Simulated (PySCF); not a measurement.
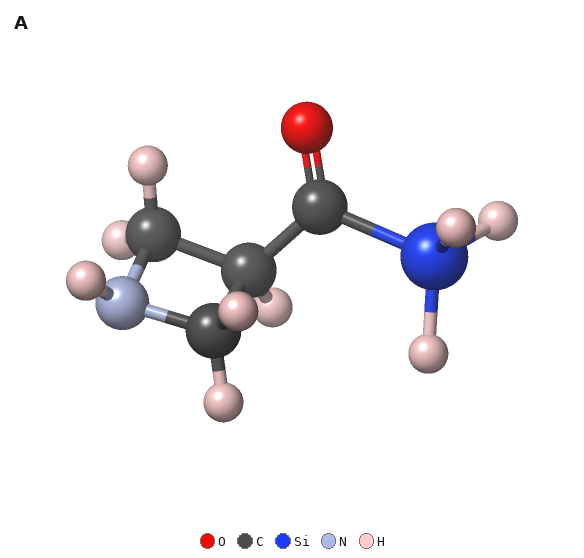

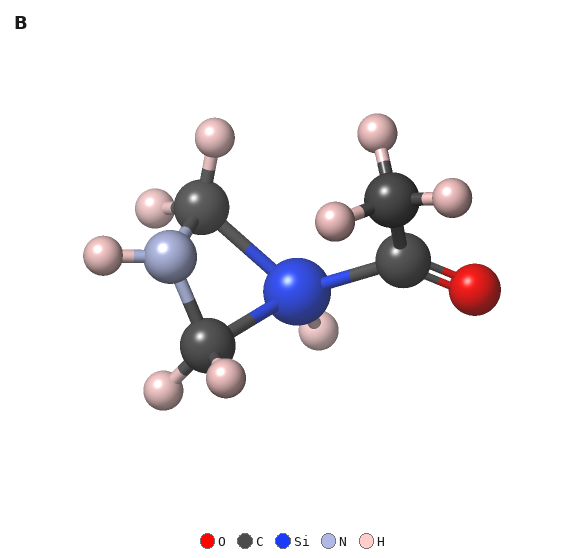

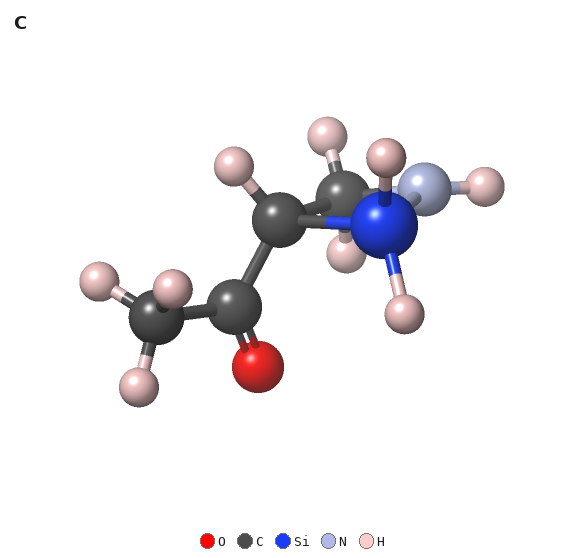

3 stationary structures of one formula. Geometries: GFN2-xTB. Electronic energies: PBE0/pcSseg-1 (PySCF 2.14.0), without zero-point energy. No frequency run is at hand to confirm each as a minimum. Each is one conformer, not always the lowest.

Question: Are they conformers, stereoisomers or constitutional isomers?

Answer: They are constitutional isomers of C4H9NOSi: A `O=C([SiH3])C1CNC1`, B `CC(=O)[SiH]1CNC1`, C `CC(=O)[C@@H]1CN[SiH2]1`.

Question: Which structure is the most stable?

Answer: C is lowest; B lies 26.3 kcal/mol above it, A lies 38.1 kcal/mol above it.

The geometry is semi-empirical. Around Si such bond lengths and angles can be off by a tenth of an ångström or more and by several degrees, and values that hang on the shape move with them.
